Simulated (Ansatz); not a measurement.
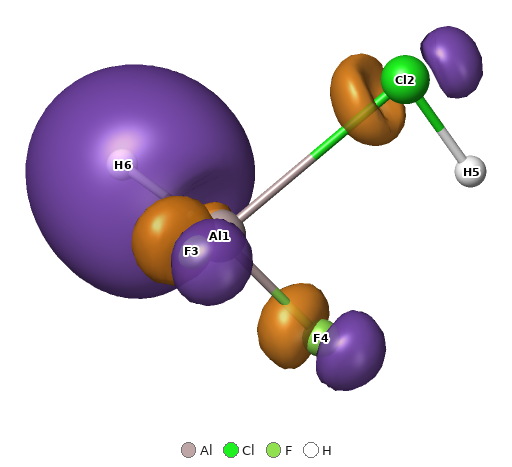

Figure. AlClF2H2. The HOMO at ±0.15 Å⁻³ᐟ² (orange and purple are the two phases), seen at an oblique angle.

The product side of a reaction path; geometry: PBE0-D4/def2-TZVP.

The calculation used Ansatz, RKS PBE0-D4/def2-TZVPP.

```xyz
6

Al   -0.1184   -0.7749    0.1027
Cl    0.8993    1.5749    0.2380
F     1.0377   -1.4745   -0.8403
F    -1.3987   -0.0745   -0.6924
H    -0.1541    1.9333   -0.4127
H    -0.2659   -1.1843    1.6048
```

Where does this orbital lie, and at what energy?

It lies mainly on H6 (about 50 %), Al1 (about 35 %), F3 (about 5 %) and Cl2 (about 5 %). Its energy is −9.34 eV.
